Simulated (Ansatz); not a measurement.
Hypothetical zinc blende YSb: pressure series

Consider YSb in the zinc blende structure (space group F-43m, No. 216; a = 6.936 Å; a hypothetical phase, not in the database extracts checked).

Cell and atoms are relaxed at each pressure.

All numbers come from Kohn–Sham DFT with the r2SCAN functional, run in Ansatz (a program for electronic structure) with PAW and 500 eV plane waves, no spin-orbit coupling.

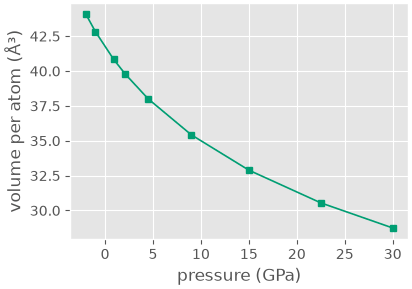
Figure. Volume against pressure

Problem. Estimate the zero-pressure bulk modulus from the plot.

Solution. About 41 GPa; a third-order Birch–Murnaghan fit to the points gives V₀ = 41.72 Å³/atom, B₀ = 41 GPa and B₀′ = 3.7.

Between the base and pressure 4.5 GPa the gap moves from 1.75 eV to 1.65 eV, a mean slope of -23 meV/GPa.

Spin-orbit coupling, missing from the scalar runs, can matter with Sb. Load acts through the strain it causes; cell and atoms are relaxed under it. Whether these cells are dynamically stable was not tested. No other phases were tried under pressure.
